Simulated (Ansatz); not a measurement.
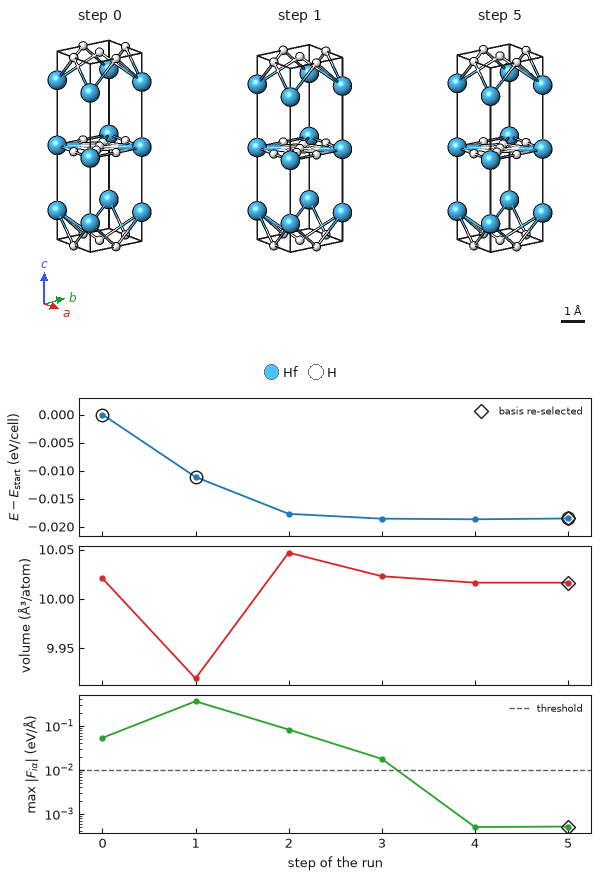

Frames of a relaxation of solid Hf3H8 (a generated structure, set up in P6/mmm), marked on the history of the run. Style: ball-and-stick. Shown: the cell of the calculation, slightly off an axis.

These are results of DFT PBE, scalar-relativistic, plane waves, PAW in Ansatz 0.2.0, not measurements. Set-up: plane-wave cutoff 420 eV; k-point mesh 12 × 12 × 6; occupations gaussian; smearing width 0.1 eV; no spin polarisation; cell and atoms relaxed; force threshold 0.01 eV/Å; at most 80 steps.

What happens along the run?

The energy falls by 18.5 meV per cell of the calculation in 4 accepted moves (5 points after the start). Largest force component: 0.054 eV/Å at the start, 0.00052 eV/Å at the end. The pressure goes from 0.04 to 0.00 GPa. At 1 point the geometry stayed and the basis and grid were re-selected for the new cell (energy shift of 0.2 meV per cell of the calculation at most each time). The largest moves relative to the cell, 0.005 Å, are those of Hf atoms. H stays in place. The drawn cell changes at constant volume: a = b 3.848 → 3.887 Å (+1.0 %), c 8.595 → 8.419 Å (−2.0 %). Some distances before and after: Hf–Hf 2.644 → 2.580 Å, Hf–Hf 2.976 → 2.920 Å, H–Hf 2.222 → 2.244 Å, H–Hf 1.924 → 1.944 Å. The space group stays P6/mmm (No. 191). Cost: 2.7 min on 1 thread of AMD EPYC 7R43 64-Core Processor (Zen 3), with other jobs on the host, peak memory 0.66 GiB. From step 0 to 1: Hf atoms move most (0.02 Å), volume −1.0 %, energy −11.1 meV per cell of the calculation. From step 1 to 5: Hf atoms move most (0.02 Å), volume +1.0 %, energy −7.4 meV per cell of the calculation.
